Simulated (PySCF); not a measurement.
C2H4BF3Si, SMILES B/C=C\[Si](F)(F)F at its GFN2-xTB optimised geometry (Å):

```
11

B      0.6539    -1.5856     2.2779
C      1.0929    -0.8834     0.9772
C      0.3475    -0.3560     0.0000
Si    -1.5049    -0.3560     0.0000
F     -2.1728    -1.0715    -1.2531
F     -2.1754     1.0860     0.0000
F     -2.1566    -1.0860     1.2534
H      0.5399    -2.7473     2.2993
H      0.5249    -0.9642     3.2579
H      2.1754    -0.8234     0.8642
H      0.8387     0.1026    -0.8510
```

Calculation: B3LYP/def2-TZVP (PySCF). Cells within 0.4 Å of a nucleus heavier than hydrogen are left out (blank, or x).

Map of the electron localisation function on the plane z = 0.8 Å:

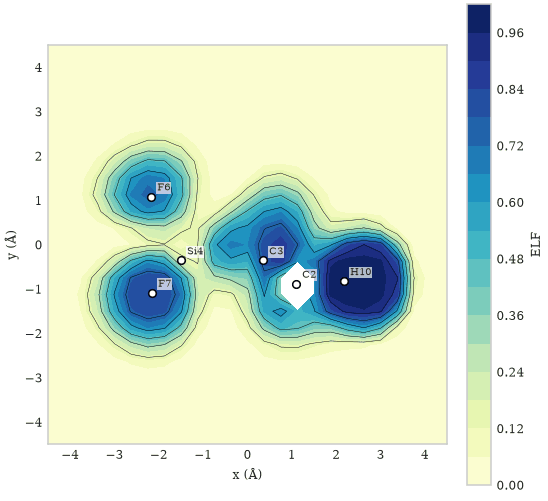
Electron localisation function on the plane z = 0.8 Å.
